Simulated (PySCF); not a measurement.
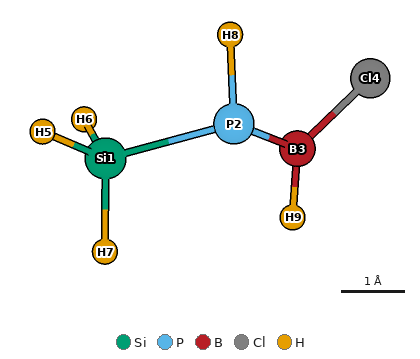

**Figure 1.** The input geometry of run 1 (ball-and-stick view, seen at a tilt; atoms are numbered from 1 in the order of the input). Bond lengths as drawn: B–Cl 1.75 Å, B–H 1.21 Å, B–P 1.88 Å, H–P 1.42 Å, H–Si 1.49 Å and P–Si 2.25 Å.

# Two runs on BSiPH$_{5}$Cl

System: BSiPH$_{5}$Cl, SMILES [SiH3]PBCl.
Method of run 1: GIAO PBE0/6-31G* NMR shielding, non-relativistic, gas phase (PySCF 2.14.0).

The geometry comes from this level: PBE0-D3(BJ)/def2-SVP. Text and figures count atoms from 1; the logs count them from 0 in places.

**Input, run 1**
```
{"job": {"kind": "nmr", "xc": "PBE0", "basis": "6-31G*", "pop": true}, "charge": 0, "multiplicity": 1}
Si    -1.037118     0.112060    -0.268869
P      0.834202     1.345935    -0.030802
B      2.017828    -0.014493     0.509714
Cl     3.586135    -0.244706    -0.230690
H     -2.080380     0.977895    -0.892347
H     -0.854681    -1.111201    -1.106164
H     -1.456452    -0.285094     1.106327
H      1.213672     1.534667    -1.389607
H      1.739137    -0.703141     1.459941
```

The first line tells a small driver script what to run in PySCF; the rest is the geometry in Å.

Launched with:
```bash
OMP_NUM_THREADS=1 python <driver script> task.json out
```

Hardware: 1 CPU thread, shared host.

**Output (run 1)**
```
coarse grid: 9064 points
cycle   1  E = -1118.4695035389  dE =  7.418e-02  |g| = 1.781e-01  |ddm| = 2.673e+00
cycle   2  E = -1118.4730292272  dE = -3.526e-03  |g| = 1.614e-01  |ddm| = 5.342e-01
cycle   3  E = -1118.4814711389  dE = -8.442e-03  |g| = 2.399e-02  |ddm| = 2.676e-01
cycle   4  E = -1118.4816112811  dE = -1.401e-04  |g| = 1.352e-02  |ddm| = 5.200e-02
cycle   5  E = -1118.4816772926  dE = -6.601e-05  |g| = 1.813e-03  |ddm| = 2.030e-02
cycle   6  E = -1118.4816784917  dE = -1.199e-06  |g| = 5.064e-04  |ddm| = 3.772e-03
final grid: 73672 points
cycle   7  E = -1118.4330189454  dE = -6.949e-06  |g| = 4.003e-03  |ddm| = 1.574e-02
cycle   8  E = -1118.4330163725  dE =  2.573e-06  |g| = 4.815e-03  |ddm| = 1.198e-02
cycle   9  E = -1118.4330248693  dE = -8.497e-06  |g| = 3.732e-04  |ddm| = 6.871e-03
cycle  10  E = -1118.4330249158  dE = -4.656e-08  |g| = 1.117e-04  |ddm| = 7.015e-04
cycle  11  E = -1118.4330249199  dE = -4.021e-09  |g| = 1.985e-05  |ddm| = 1.609e-04
cycle  12  E = -1118.4330249200  dE = -1.662e-10  |g| = 5.314e-06  |ddm| = 4.187e-05
converged SCF energy = -1118.4330249200

GIAO shielding tensors (ppm)
atom      isotropic    diamagn.    paramagn.     s11        s22        s33       span
  0 Si     465.988     881.326    -415.338    449.879    463.162    484.923     35.043
  1 P      534.311     969.052    -434.741    414.377    517.849    670.707    256.330
  2 B       36.646     197.901    -161.255    -44.129     34.754    119.314    163.442
  3 Cl     668.328    1146.284    -477.956    345.868    603.358   1055.759    709.891
  4 H       27.658      28.685      -1.027     24.462     25.572     32.940      8.478
  5 H       27.605      29.489      -1.884     23.677     26.219     32.918      9.240
  6 H       27.435      29.408      -1.973     24.519     25.383     32.404      7.885
  7 H       29.155      30.423      -1.269     24.331     27.598     35.535     11.205
  8 H       24.322      29.467      -5.145     21.511     24.014     27.442      5.932
```

For run 2 the input was changed thus:
```diff
-"basis": "6-31G*"
+"basis": "6-311+G(2d,p)"
```

What does this change do to the results?

The total energy of run 2 is 61.9 kcal/mol lower, which measures the change of basis and not a stability. The HOMO goes from −7.48 to −7.57 eV. The LUMO goes from −1.68 to −1.88 eV. The dipole moment goes from 1.37 to 1.19 D. Of all shieldings, the largest change is that of P2, by −48.4 ppm. Diffuse functions give room to the loosely bound empty orbitals, which lowers the LUMO. The number of SCF iterations is the same. The basis functions go from 78 to 162.

**Output (run 2)**
```
coarse grid: 9064 points
cycle   1  E = -1118.5101318166  dE =  3.019e-02  |g| = 2.402e-01  |ddm| = 2.328e+00
cycle   2  E = -1118.5142721107  dE = -4.140e-03  |g| = 1.595e-01  |ddm| = 3.944e-01
cycle   3  E = -1118.5199862608  dE = -5.714e-03  |g| = 5.096e-02  |ddm| = 2.091e-01
cycle   4  E = -1118.5205904486  dE = -6.042e-04  |g| = 1.241e-02  |ddm| = 5.727e-02
cycle   5  E = -1118.5206346405  dE = -4.419e-05  |g| = 4.249e-03  |ddm| = 1.649e-02
cycle   6  E = -1118.5206401515  dE = -5.511e-06  |g| = 1.124e-03  |ddm| = 5.171e-03
final grid: 73672 points
cycle   7  E = -1118.5316898675  dE = -2.005e-05  |g| = 5.384e-03  |ddm| = 2.235e-02
cycle   8  E = -1118.5316852819  dE =  4.586e-06  |g| = 6.391e-03  |ddm| = 1.125e-02
cycle   9  E = -1118.5316974565  dE = -1.217e-05  |g| = 6.932e-04  |ddm| = 6.698e-03
cycle  10  E = -1118.5316975994  dE = -1.429e-07  |g| = 1.853e-04  |ddm| = 8.899e-04
cycle  11  E = -1118.5316976091  dE = -9.704e-09  |g| = 4.340e-05  |ddm| = 2.135e-04
cycle  12  E = -1118.5316976097  dE = -6.003e-10  |g| = 9.387e-06  |ddm| = 5.974e-05
converged SCF energy = -1118.5316976097

GIAO shielding tensors (ppm)
atom      isotropic    diamagn.    paramagn.     s11        s22        s33       span
  0 Si     424.041     880.843    -456.802    403.608    417.904    450.610     47.002
  1 P      485.942     968.659    -482.717    357.409    472.549    627.867    270.458
  2 B       24.028     196.546    -172.518    -62.070     23.537    110.616    172.686
  3 Cl     640.885    1147.015    -506.131    316.169    585.655   1020.830    704.661
  4 H       27.049      28.634      -1.585     23.930     24.952     32.265      8.336
  5 H       26.946      29.613      -2.666     23.099     25.526     32.214      9.115
  6 H       26.868      29.621      -2.753     24.068     24.828     31.707      7.639
  7 H       28.457      29.039      -0.582     24.064     27.163     34.145     10.081
  8 H       23.762      30.211      -6.450     20.601     23.473     27.210      6.609
```

**The two runs side by side**

| quantity | run 1 | run 2 |
| --- | --- | --- |
| outcome | converged | converged |
| total energy (hartree) | −1118.433025 | −1118.531698 |
| HOMO (eV) | −7.48 | −7.57 |
| LUMO (eV) | −1.68 | −1.88 |
| dipole moment (D) | 1.37 | 1.19 |
| shielding of Si1 (ppm) | 466.0 | 424.0 |
| shielding of P2 (ppm) | 534.3 | 485.9 |
| shielding of B3 (ppm) | 36.6 | 24.0 |
| shielding of Cl4 (ppm) | 668.3 | 640.9 |
| shielding of H5 (ppm) | 27.7 | 27.0 |
| shielding of H6 (ppm) | 27.6 | 26.9 |
| shielding of H8 (ppm) | 29.2 | 28.5 |
| SCF iterations | 12 | 12 |
| basis functions | 78 | 162 |
| wall time (shared host) | 5.5 s | 13 s |
